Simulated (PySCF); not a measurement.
# C$_{5}$H$_{7}$NOS: what the fields show

The calculation's input:

```
{"job": {"kind": "nmr", "xc": "B3LYP", "basis": "pcSseg-1", "solvent": "methanol", "pop": false}, "charge": 0, "multiplicity": 1}
C      2.497531    -0.448207     0.147528
C      1.445919    -0.779839    -0.338302
C      0.262986    -1.223449    -0.945323
S      0.315761    -2.414993    -2.073420
N     -0.914162    -0.571130    -0.494697
C     -1.619394     0.158923    -1.525409
O     -1.725233    -1.432291     0.276172
C     -2.494617    -2.416928    -0.388610
H      3.403640    -0.145939     0.583847
H     -1.883034    -0.458843    -2.394392
H     -0.968387     0.968460    -1.852568
H     -2.518506     0.582535    -1.081683
H     -3.242045    -1.973588    -1.053033
H     -1.872616    -3.122310    -0.948728
H     -2.995312    -2.945893     0.419453
```

Run with:

```sh
OMP_NUM_THREADS=1 python ens_run.py task.json out
```

Geometry: GFN2-xTB.

Computed with PySCF 2.14.0, B3LYP/pcSseg-1, SCF density, in a methanol solvent model, non-relativistic.

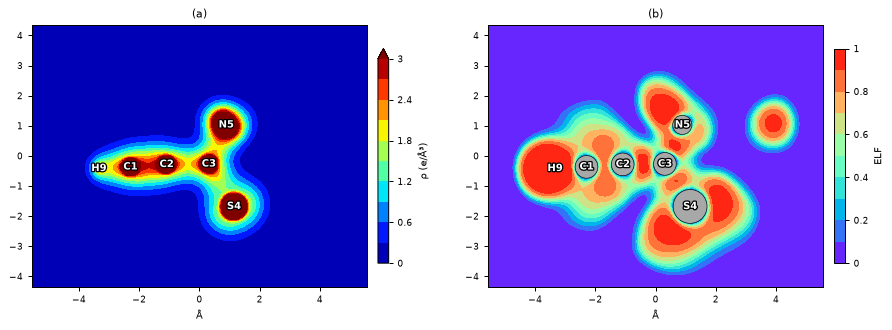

Figure 1. (a) electron density; (b) electron localisation function on the plane of atoms S4, C3 and N5. Grey discs cover the atomic cores in the ELF map.

Question: What do the fields say about this system?

Answer:
- The plane passes through C, S, N and H nuclei.
- C–C (1.20 Å): ρ is about 2.7 e/Å³ halfway; the ELF peaks at about 0.85 between the atoms (a short, multiple covalent bond).
- C–N (1.42 Å): the density is about 2.1 e/Å³ at the midpoint; the ELF peaks at about 0.95 between the atoms (a covalent bond).
- C–S (1.64 Å): the density is about 1.6 e/Å³ at the midpoint; the ELF peaks at about 0.90 between the atoms, as expected for localised, covalent bonding.
- C–H (1.05 Å): the density is about 2.2 e/Å³ at the midpoint; the ELF climbs to about 1 towards the hydrogen, as it does in any bond to H; a covalent bond by its length.
- The ELF also peaks beside S4 and N5, away from the bonds: lone-pair regions.

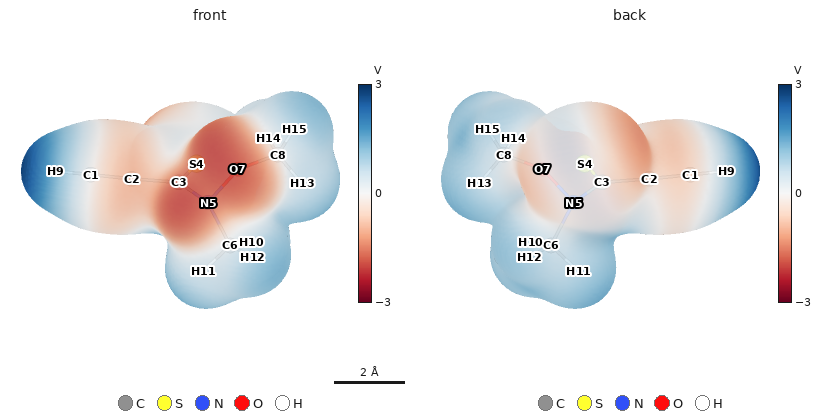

Figure 2. The molecular electrostatic potential painted on the density surface at 0.004 e/bohr³, seen from the front and from behind; the colour scale runs from red (negative) to blue (positive).

Question: Describe the electrostatic potential map.

Answer: The most negative region (about −2.0 V, or −46 kcal/mol for a unit charge) lies over N5 and O7, the most positive (about +2.7 V, or +62 kcal/mol for a unit charge) over H9.

Question: What dipole moment does the calculation give?

Answer: Its dipole moment is 1.39 D.
